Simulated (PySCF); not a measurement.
# SiH4: a ladder of methods

Aim: at the PBE0 minimum of singlet SiH4, found before, compare methods on energies and levels.

The runs use PySCF 2.14.0; several methods, basis Si def2-TZVP, H def2-TZVP, no relativity, density fitting.

## Step 1: The starting structure

5 atoms, charge 0, spin multiplicity 1.

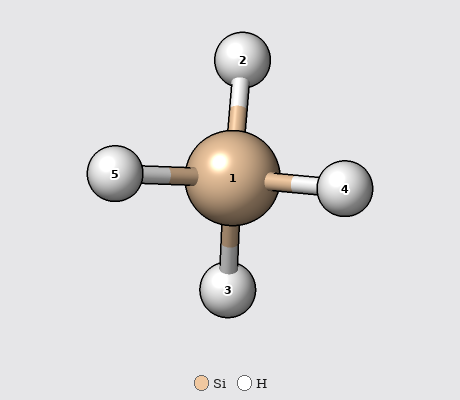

The starting geometry (silicon light orange, hydrogen white); atoms are numbered from 1 in the order of the file.

```xyz
5
charge 0 multiplicity 1
Si    0.0000    0.0000    0.0000
H     1.2123    0.0000    0.8572
H    -1.2123    0.0000    0.8572
H     0.0000    1.2123   -0.8572
H     0.0000   -1.2123   -0.8572
```

## Step 2: PBE0

One driver script runs all steps and calls PySCF; scf.py shows the equivalent input of each level. Each SCF starts from the density of the minimum. The driver also runs the species with one electron less or more at the same geometry (one less: multiplicity 2); their logs are not shown.

The input, scf.py:

```python
from pyscf import gto, scf, dft
mol = gto.M(atom='''
Si    -0.000000    -0.000000     0.000000
H      1.212286    -0.000044     0.857216
H     -1.212286    -0.000000     0.857216
H      0.000022     1.212308    -0.857185
H     -0.000022    -1.212264    -0.857246''',
    basis={'Si': 'def2-TZVP', 'H': 'def2-TZVP'},
    charge=0, spin=0)
mf = dft.RKS(mol, xc='PBE0')
mf.grids.atom_grid = (99, 590)
aux = {'Si': 'def2-universal-JKFIT', 'H': 'def2-universal-JKFIT'}
mf = mf.density_fit(auxbasis=aux)
mf.kernel()
```

Log:

```text
init E= -291.756050496352
  HOMO = -0.362277372016639  LUMO = 0.0394484298960604  gap/eV = 10.93152
cycle= 1 E= -291.756050496364  delta_E= -1.17e-11  |g|= 9.98e-07  |ddm|= 1.34e-05
  HOMO = -0.362277524082153  LUMO = 0.0394483772677144  gap/eV = 10.93152
Extra cycle  E= -291.756050496365  delta_E= -1.14e-12  |g|= 5.9e-07  |ddm|= 2.24e-06
converged SCF energy = -291.756050496365
```

This level, with the species of one electron less or more, took 1.3 s on 4 threads, shared host.

* energy: -291.756050 Eh
* one electron less (charge +1): -291.299302 Eh (doublet, ⟨S²⟩ 0.76)
* Mulliken charge of Si1: +0.07 e

## Step 3: HF

Edit scf.py of step 2 so:

```diff
@@ -10,2 +10 @@
-mf = dft.RKS(mol, xc='PBE0')
-mf.grids.atom_grid = (99, 590)
+mf = scf.RHF(mol)
```

Log:

```text
init E= -291.247902841111
  HOMO = -0.478259194350259  LUMO = 0.145091880157323  gap/eV = 16.96225
cycle= 1 E= -291.257161701987  delta_E= -0.00926  |g|= 0.0372  |ddm|= 0.137
  HOMO = -0.486072723951757  LUMO = 0.14269064097551  gap/eV = 17.10952
cycle= 2 E= -291.257715291885  delta_E= -0.000554  |g|= 0.00955  |ddm|= 0.0325
  HOMO = -0.485831039953116  LUMO = 0.143459439397799  gap/eV = 17.12387
cycle= 3 E= -291.257784694067  delta_E= -6.94e-05  |g|= 0.00188  |ddm|= 0.0135
  HOMO = -0.486095502764993  LUMO = 0.143427982182935  gap/eV = 17.13021
cycle= 4 E= -291.257787490111  delta_E= -2.8e-06  |g|= 0.000343  |ddm|= 0.00336
  HOMO = -0.486047934485372  LUMO = 0.143458930843681  gap/eV = 17.12975
cycle= 5 E= -291.257787536977  delta_E= -4.69e-08  |g|= 5.43e-05  |ddm|= 0.000503
  HOMO = -0.486038801205017  LUMO = 0.143463259980825  gap/eV = 17.12962
cycle= 6 E= -291.257787539269  delta_E= -2.29e-09  |g|= 7.05e-06  |ddm|= 0.000191
  HOMO = -0.486041743713898  LUMO = 0.143461642274909  gap/eV = 17.12966
cycle= 7 E= -291.257787539298  delta_E= -2.91e-11  |g|= 4.04e-07  |ddm|= 2.58e-05
  HOMO = -0.486041648035551  LUMO = 0.14346168429042  gap/eV = 17.12966
Extra cycle  E= -291.257787539298  delta_E= -3.41e-13  |g|= 9.28e-08  |ddm|= 9.74e-07
converged SCF energy = -291.257787539298
```

This level, with the species of one electron less or more, took under 0.5 s.

| Property | Result |
| --- | --- |
| energy | -291.257788 Eh |
| one electron less (charge +1) | -290.801902 Eh (doublet, ⟨S²⟩ 0.81) |
| Mulliken charge of Si1 | +0.21 e |

## Step 4: PBE

Edit scf.py of step 3 so:

```diff
@@ -10 +10,2 @@
-mf = scf.RHF(mol)
+mf = dft.RKS(mol, xc='PBE')
+mf.grids.atom_grid = (99, 590)
```

Log:

```text
init E= -291.71985820794
  HOMO = -0.311613224100135  LUMO = 0.00949636261755689  gap/eV = 8.73784
cycle= 1 E= -291.721061556327  delta_E= -0.0012  |g|= 0.00937  |ddm|= 0.0666
  HOMO = -0.312786955715572  LUMO = 0.00868460312486915  gap/eV = 8.74769
cycle= 2 E= -291.721069749837  delta_E= -8.19e-06  |g|= 0.00337  |ddm|= 0.00738
  HOMO = -0.312806551392672  LUMO = 0.00857175071313823  gap/eV = 8.74515
cycle= 3 E= -291.721071928802  delta_E= -2.18e-06  |g|= 0.000941  |ddm|= 0.00402
  HOMO = -0.312683065396744  LUMO = 0.00866424161765315  gap/eV = 8.74431
cycle= 4 E= -291.721072200663  delta_E= -2.72e-07  |g|= 9.94e-05  |ddm|= 0.00111
  HOMO = -0.312677967399576  LUMO = 0.0086653340771002  gap/eV = 8.74420
cycle= 5 E= -291.721072201302  delta_E= -6.39e-10  |g|= 9.9e-06  |ddm|= 4.59e-05
  HOMO = -0.312684313726418  LUMO = 0.00866132062097645  gap/eV = 8.74426
Extra cycle  E= -291.721072201338  delta_E= -3.58e-11  |g|= 3.63e-06  |ddm|= 1.69e-05
converged SCF energy = -291.721072201338
```

This level, with the species of one electron less or more, took 3.9 s.

- energy: -291.721072 Eh
- one electron less (charge +1): -291.275284 Eh (doublet, ⟨S²⟩ 0.76)
- Mulliken charge of Si1: +0.07 e

## Step 5: r2SCAN

Edit scf.py of step 4 so:

```diff
@@ -10 +10 @@
-mf = dft.RKS(mol, xc='PBE')
+mf = dft.RKS(mol, xc='R2SCAN')
```

Log:

```text
init E= -291.852764588569
  HOMO = -0.32552180425259  LUMO = 0.0265804450005256  gap/eV = 9.58119
cycle= 1 E= -291.853163898938  delta_E= -0.000399  |g|= 0.00937  |ddm|= 0.0657
  HOMO = -0.326496089977261  LUMO = 0.0254725538812574  gap/eV = 9.57755
cycle= 2 E= -291.853178202214  delta_E= -1.43e-05  |g|= 0.00675  |ddm|= 0.0186
  HOMO = -0.325529132910137  LUMO = 0.0263146381318624  gap/eV = 9.57416
cycle= 3 E= -291.853194510345  delta_E= -1.63e-05  |g|= 0.00133  |ddm|= 0.00894
  HOMO = -0.32565384001565  LUMO = 0.0262173578212332  gap/eV = 9.57490
cycle= 4 E= -291.853194658269  delta_E= -1.48e-07  |g|= 5.6e-05  |ddm|= 0.000598
  HOMO = -0.325668084265206  LUMO = 0.0262055674736437  gap/eV = 9.57497
cycle= 5 E= -291.85319465882  delta_E= -5.51e-10  |g|= 8.24e-06  |ddm|= 5.89e-05
  HOMO = -0.325661821086104  LUMO = 0.026210136797842  gap/eV = 9.57492
Extra cycle  E= -291.853194658839  delta_E= -1.93e-11  |g|= 5.56e-06  |ddm|= 1.65e-05
converged SCF energy = -291.853194658839
```

This level, with the species of one electron less or more, took 3.3 s.

- energy: -291.853195 Eh
- one electron less (charge +1): -291.401211 Eh (doublet, ⟨S²⟩ 0.76)
- Mulliken charge of Si1: +0.15 e

## Step 6: B3LYP

Edit scf.py of step 5 so:

```diff
@@ -10 +10 @@
-mf = dft.RKS(mol, xc='R2SCAN')
+mf = dft.RKS(mol, xc='B3LYP')
```

Log:

```text
init E= -291.915522081433
  HOMO = -0.354267460294159  LUMO = 0.0321538764512136  gap/eV = 10.51506
cycle= 1 E= -291.916381908733  delta_E= -0.00086  |g|= 0.0103  |ddm|= 0.0973
  HOMO = -0.355690116568089  LUMO = 0.0304176768993584  gap/eV = 10.50653
cycle= 2 E= -291.916403466397  delta_E= -2.16e-05  |g|= 0.00768  |ddm|= 0.0214
  HOMO = -0.354833308134405  LUMO = 0.0310546649693329  gap/eV = 10.50055
cycle= 3 E= -291.916418820111  delta_E= -1.54e-05  |g|= 0.000675  |ddm|= 0.00792
  HOMO = -0.354951252069441  LUMO = 0.0309888158554739  gap/eV = 10.50196
cycle= 4 E= -291.916418857329  delta_E= -3.72e-08  |g|= 6.44e-05  |ddm|= 0.000329
  HOMO = -0.354983127434415  LUMO = 0.0309663733459518  gap/eV = 10.50222
cycle= 5 E= -291.916418858849  delta_E= -1.52e-09  |g|= 9.91e-06  |ddm|= 0.000114
  HOMO = -0.354978015140845  LUMO = 0.0309694403446212  gap/eV = 10.50217
cycle= 6 E= -291.916418858893  delta_E= -4.33e-11  |g|= 1.93e-07  |ddm|= 1.42e-05
  HOMO = -0.354978068812075  LUMO = 0.0309694069003304  gap/eV = 10.50217
Extra cycle  E= -291.916418858893  delta_E= -1.14e-13  |g|= 1.11e-07  |ddm|= 6.25e-07
converged SCF energy = -291.916418858893
```

This level, with the species of one electron less or more, took 2 s on 4 threads, shared host.

- energy: -291.916419 Eh
- one electron less (charge +1): -291.458469 Eh (doublet, ⟨S²⟩ 0.76)
- Mulliken charge of Si1: +0.19 e

## Step 7: TPSSh

Edit scf.py of step 6 so:

```diff
@@ -10 +10 @@
-mf = dft.RKS(mol, xc='B3LYP')
+mf = dft.RKS(mol, xc='TPSSH')
```

Log:

```text
init E= -291.914890491114
  HOMO = -0.343181801107392  LUMO = 0.0278809444411904  gap/eV = 10.09713
cycle= 1 E= -291.915407056034  delta_E= -0.000517  |g|= 0.0129  |ddm|= 0.0859
  HOMO = -0.342061348335135  LUMO = 0.028173603302492  gap/eV = 10.07461
cycle= 2 E= -291.915434726563  delta_E= -2.77e-05  |g|= 0.00929  |ddm|= 0.0222
  HOMO = -0.341146966202173  LUMO = 0.0289315131738427  gap/eV = 10.07035
cycle= 3 E= -291.91545516874  delta_E= -2.04e-05  |g|= 0.000691  |ddm|= 0.00922
  HOMO = -0.341326489877083  LUMO = 0.0288347101715014  gap/eV = 10.07260
cycle= 4 E= -291.915455217253  delta_E= -4.85e-08  |g|= 0.000101  |ddm|= 0.00041
  HOMO = -0.341346382918106  LUMO = 0.0288209185324767  gap/eV = 10.07277
cycle= 5 E= -291.915455220753  delta_E= -3.5e-09  |g|= 9.56e-06  |ddm|= 0.00013
  HOMO = -0.341340283355709  LUMO = 0.0288249915507554  gap/eV = 10.07271
cycle= 6 E= -291.915455220791  delta_E= -3.77e-11  |g|= 3.79e-07  |ddm|= 1.24e-05
  HOMO = -0.341340384744832  LUMO = 0.0288249255819013  gap/eV = 10.07271
Extra cycle  E= -291.915455220792  delta_E= -9.09e-13  |g|= 2.41e-07  |ddm|= 7.6e-07
converged SCF energy = -291.915455220792
```

This level, with the species of one electron less or more, took 3.7 s.

| Property | Result |
| --- | --- |
| energy | -291.915455 Eh |
| one electron less (charge +1) | -291.459362 Eh (doublet, ⟨S²⟩ 0.76) |
| Mulliken charge of Si1 | +0.10 e |

## Step 8: BHandHLYP

Edit scf.py of step 7 so:

```diff
@@ -10 +10 @@
-mf = dft.RKS(mol, xc='TPSSH')
+mf = dft.RKS(mol, xc='BHANDHLYP')
```

Log:

```text
init E= -291.884603287033
  HOMO = -0.408486580839211  LUMO = 0.0699121873451144  gap/eV = 13.01789
cycle= 1 E= -291.885976431366  delta_E= -0.00137  |g|= 0.0117  |ddm|= 0.0814
  HOMO = -0.410687984722819  LUMO = 0.068529795173801  gap/eV = 13.04018
cycle= 2 E= -291.886023771204  delta_E= -4.73e-05  |g|= 0.00262  |ddm|= 0.0175
  HOMO = -0.409694827218089  LUMO = 0.069215862578714  gap/eV = 13.03182
cycle= 3 E= -291.886027307904  delta_E= -3.54e-06  |g|= 0.00128  |ddm|= 0.00472
  HOMO = -0.409930469983679  LUMO = 0.0690854715489062  gap/eV = 13.03469
cycle= 4 E= -291.886027682202  delta_E= -3.74e-07  |g|= 0.000187  |ddm|= 0.00122
  HOMO = -0.409964796634114  LUMO = 0.0690690805772637  gap/eV = 13.03518
cycle= 5 E= -291.886027695944  delta_E= -1.37e-08  |g|= 1.05e-05  |ddm|= 0.000292
  HOMO = -0.409961040166675  LUMO = 0.0690717152145027  gap/eV = 13.03515
cycle= 6 E= -291.886027696028  delta_E= -8.41e-11  |g|= 7.82e-07  |ddm|= 2.77e-05
  HOMO = -0.409961227966095  LUMO = 0.0690715994567289  gap/eV = 13.03515
Extra cycle  E= -291.886027696029  delta_E= -9.09e-13  |g|= 1.62e-07  |ddm|= 2.46e-06
converged SCF energy = -291.886027696029
```

This level, with the species of one electron less or more, took 1.9 s.

| Item | Value |
| --- | --- |
| energy | -291.886028 Eh |
| one electron less (charge +1) | -291.420872 Eh (doublet, ⟨S²⟩ 0.77) |
| Mulliken charge of Si1 | +0.19 e |

## Step 9: B97-3

Edit scf.py of step 8 so:

```diff
@@ -10 +10 @@
-mf = dft.RKS(mol, xc='BHANDHLYP')
+mf = dft.RKS(mol, xc='HYB_GGA_XC_B97_3')
```

Log:

```text
init E= -291.861210287094
  HOMO = -0.366615257409785  LUMO = 0.0470036188167269  gap/eV = 11.25514
cycle= 1 E= -291.861482255443  delta_E= -0.000272  |g|= 0.00599  |ddm|= 0.0497
  HOMO = -0.365535319453135  LUMO = 0.0475623914356243  gap/eV = 11.24096
cycle= 2 E= -291.861490233901  delta_E= -7.98e-06  |g|= 0.00334  |ddm|= 0.0107
  HOMO = -0.365151351891422  LUMO = 0.0478846285695512  gap/eV = 11.23928
cycle= 3 E= -291.861493170382  delta_E= -2.94e-06  |g|= 0.000508  |ddm|= 0.00378
  HOMO = -0.365258804444421  LUMO = 0.0478166628409841  gap/eV = 11.24036
cycle= 4 E= -291.861493198578  delta_E= -2.82e-08  |g|= 6.67e-05  |ddm|= 0.000384
  HOMO = -0.36527968055836  LUMO = 0.047802757934708  gap/eV = 11.24055
cycle= 5 E= -291.861493200208  delta_E= -1.63e-09  |g|= 5.65e-06  |ddm|= 0.000139
  HOMO = -0.365276560720323  LUMO = 0.0478051558891138  gap/eV = 11.24053
cycle= 6 E= -291.861493200226  delta_E= -1.83e-11  |g|= 2.34e-07  |ddm|= 1.84e-05
  HOMO = -0.365276585367481  LUMO = 0.0478051496415107  gap/eV = 11.24053
Extra cycle  E= -291.861493200226  delta_E= 2.27e-13  |g|= 9.02e-08  |ddm|= 4.73e-07
converged SCF energy = -291.861493200226
```

This level, with the species of one electron less or more, took 2 s.

```
energy                        : -291.861493 Eh
one electron less (charge +1) : -291.402870 Eh (doublet, ⟨S²⟩ 0.76)
Mulliken charge of Si1        : +0.17 e
```

## Step 10: All levels side by side

| level | atomisation energy (kJ/mol) | vertical ionisation energy (eV) | −ε(HOMO) (eV) | gap (eV) | wall time |
| --- | --- | --- | --- | --- | --- |
| PBE0 | 1319 | 12.43 | 9.86 | 10.93 | 1.3 s |
| HF | 1071 | 12.41 | 13.23 | 17.13 | under 0.5 s |
| PBE | 1312 | 12.13 | 8.51 | 8.74 | 3.9 s |
| r2SCAN | 1345 | 12.30 | 8.86 | 9.57 | 3.3 s |
| B3LYP | 1354 | 12.46 | 9.66 | 10.50 | 2 s |
| TPSSh | 1396 | 12.41 | 9.29 | 10.07 | 3.7 s |
| BHandHLYP | 1352 | 12.66 | 11.16 | 13.04 | 1.9 s |
| B97-3 | 1341 | 12.48 | 9.94 | 11.24 | 2 s |

Times are for 4 threads, shared host; PBE0 starts from its own converged density, so its time is not comparable. A dash stands where a species or a free atom was not run at that level, or the quantity is not defined.

Atomisation goes to high-spin atoms in their ground configurations, run at the same level, without zero-point energy.

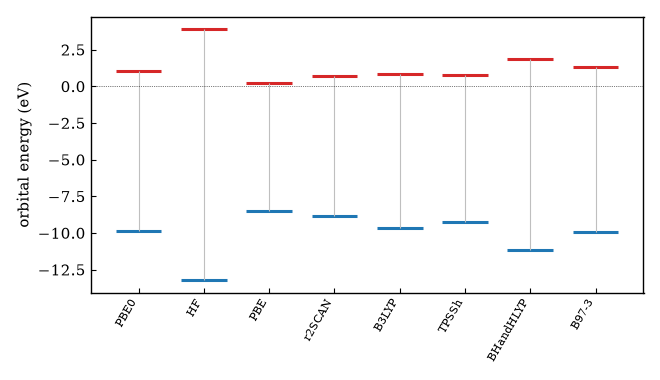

Highest occupied (blue) and lowest empty (red) levels by method.

## Step 11: Outcome

| quantity | value |
| --- | --- |
| atomisation energy, range | 1071 (HF) to 1396 (TPSSh) kJ/mol |
| vertical ionisation energy, range | 12.13 (PBE) to 12.66 (BHandHLYP) eV |
| orbital gap, range | 8.74 (PBE) to 17.13 (HF) eV |

In words: The atomisation energy spreads over 325 kJ/mol, from HF to TPSSh; without a CCSD(T) value for it there is no yardstick here.
